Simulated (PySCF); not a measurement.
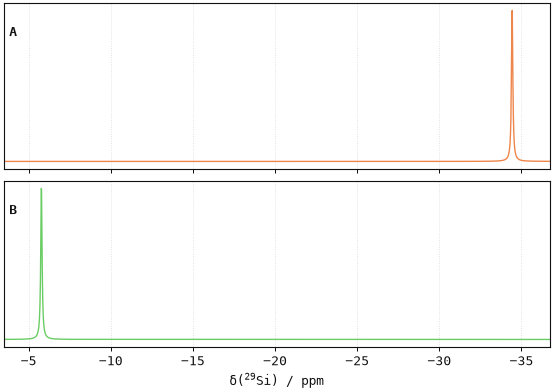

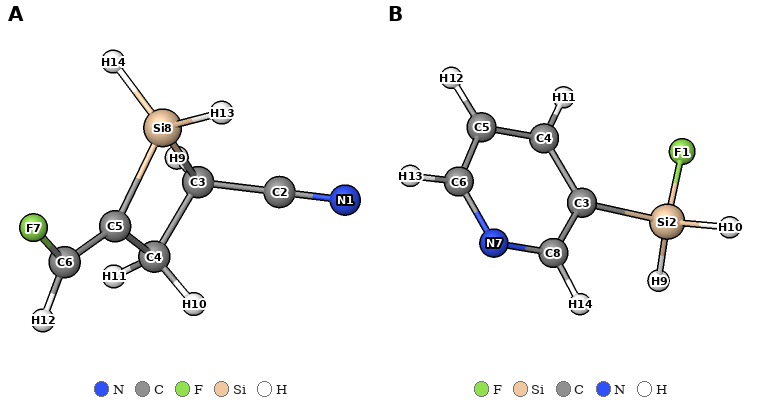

Related molecules: A is C₅H₆FNSi, SMILES N#C[C@H]1C/C(=C/F)[SiH2]1; B is C₅H₆FNSi, SMILES F[SiH2]c1cccnc1. GIAO ²⁹Si shifts against TMS, PBE0/pcSseg-1, PySCF 2.14.0, at a GFN2-xTB geometry (no frequency check); fully decoupled, line heights follow the number of nuclei within a panel, widths are arbitrary (no quadrupolar broadening); values of one conformer, averaged over methyl-type rotors and exact or near symmetry; other conformers aren't averaged in.

**How does the ²⁹Si shift respond?**

From A (−34.4 ppm) to B (−5.8 ppm) the nucleus is deshielded by 28.7 ppm.

Limits of at least one run: the tight-binding geometry is rougher than a DFT one and adds to the error.
